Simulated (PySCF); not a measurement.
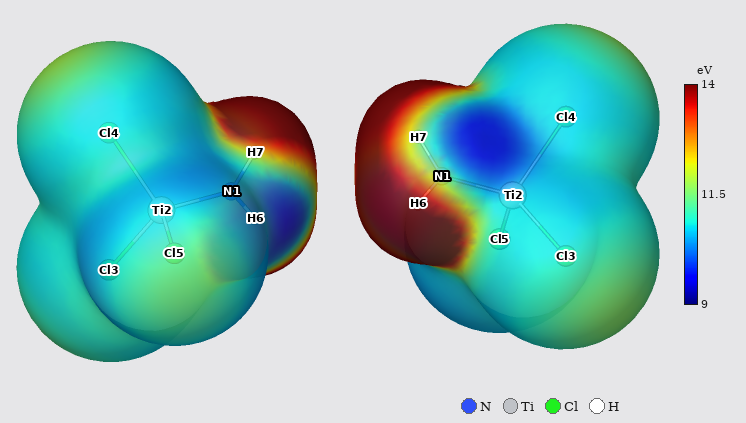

*Cl$_{3}$H$_{2}$NTi, SMILES `N[Ti](Cl)(Cl)Cl`. Average local ionisation energy on the surface of electron density 0.001 a.u. (back view left, front view right).*

PySCF calculation, PBE0/def2-TZVP, gas phase; geometry: GFN2-xTB. This is a single-reference result, which may miss multireference character in this system. No frequency check shows the geometry to be a minimum. GFN2-xTB bond lengths at metals and heavier atoms can be off by up to 0.1 Å and shapes distorted, which carries into these values.

Geometry (Å), atoms numbered from 1:

```
N1      -0.0001    0.0786   -2.0984
Ti2     -0.0002    0.0164   -0.2838
Cl3     -1.7275    0.9541    0.5394
Cl4      1.7231    0.9619    0.5393
Cl5      0.0047   -1.9802    0.4701
H6      -0.8278    0.0880   -2.6978
H7       0.8272    0.0917   -2.6978
```

Q: Locate the minima of the map.

A: The lowest value is 9.5 eV, over N1, off the plane of its three bonds (2.0 Å). Further minima include 10.4 eV, 2.1 Å from Cl5; 10.4 eV, 2.1 Å from Cl5; 10.7 eV, 2.1 Å from Cl3, and at like points elsewhere. For comparison, the highest occupied orbital lies at −8.5 eV.

Q: What volume does the surface enclose, and what is the dipole moment?

A: About 144 Å³; the dipole moment is 3.2 D.
